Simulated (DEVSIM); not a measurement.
System: In0.49Ga0.51P/GaAs n-p heterojunction, at 300 K.

```csv
layer (left to right),material,thickness (μm),Nd (cm⁻³),Na (cm⁻³),τn (s),τp (s)
1,In0.49Ga0.51P,0.110,3.1e16,-,8.6e-10,8.6e-10
2,GaAs,0.770,-,8.4e16,8.6e-10,8.6e-10
```

Left contact: ohmic. Right contact: ohmic. Voltage is applied to the left contact. Recombination: SRH at mid-gap. Mobility is μmin + (μ − μmin)/(1 + (N/Nref)^α).

This is a model device: material constants are rounded textbook-type values typed into the input, and sizes, dopings and lifetimes were drawn at random. Values at 300 K.

```tsv
parameter	In0.49Ga0.51P	GaAs
gap (eV)	1.89	1.424
affinity (eV)	4	4.07
permittivity	11.8	12.9
Nc (cm⁻³)	9e17	4.7e17
Nv (cm⁻³)	1.3e19	9e18
μn (cm²/Vs)	1500	8500
μp (cm²/Vs)	80	400
μn,min	400	500
μp,min	15	20
Nref,n	2e16	6e16
Nref,p	1.5e17	1.5e17
αn	0.7	0.39
αp	0.8	0.38
```

Simulated with DEVSIM: 1D drift-diffusion, Boltzmann statistics, complete ionisation; no tunnelling, impact ionisation, image-force lowering or self-heating. Band offsets follow the typed affinities; no thermionic-emission limit at abrupt steps, no polarisation charge.

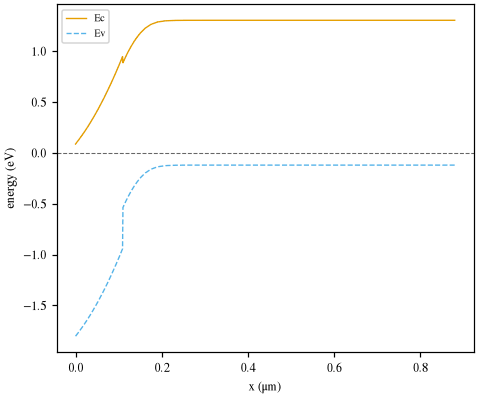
Band edges at zero bias

Energies count from the Fermi level of the right contact; mesh points crowd at the junctions.

```csv
x (μm),Ec (eV),Ev (eV),n (cm⁻³),p (cm⁻³),field (V/cm)
0.000,0.087,-1.803,3.1e16,< 1e2,55000
0.003942,0.109,-1.781,1.3e16,< 1e2,56000
0.01083,0.148,-1.742,2.9e15,< 1e2,58000
0.02392,0.228,-1.662,1.3e14,< 1e2,64000
0.05500,0.450,-1.440,2.5e10,< 1e2,79000
0.08077,0.669,-1.221,5100000,< 1e2,91000
0.09552,0.809,-1.081,23000,< 1e2,98000
0.1062,0.917,-0.973,360,580,100000
0.1100,0.886,-0.538,610,8.3e9,99000
0.1140,0.924,-0.500,140,3.6e10,91000
0.1214,0.988,-0.436,< 1e2,4.3e11,83000
0.1431,1.139,-0.284,< 1e2,1.5e14,57000
0.1747,1.262,-0.162,< 1e2,1.7e16,22000
0.2324,1.302,-0.122,< 1e2,8.1e16,730
0.3901,1.303,-0.121,< 1e2,8.4e16,≈ 0
0.6025,1.303,-0.121,< 1e2,8.4e16,≈ 0
0.7306,1.303,-0.121,< 1e2,8.4e16,≈ 0
0.8006,1.303,-0.121,< 1e2,8.4e16,≈ 0
0.8472,1.303,-0.121,< 1e2,8.4e16,≈ 0
0.8643,1.303,-0.121,< 1e2,8.4e16,≈ 0
0.8741,1.303,-0.121,< 1e2,8.4e16,≈ 0
0.8800,1.303,-0.121,< 1e2,8.4e16,≈ 0
```
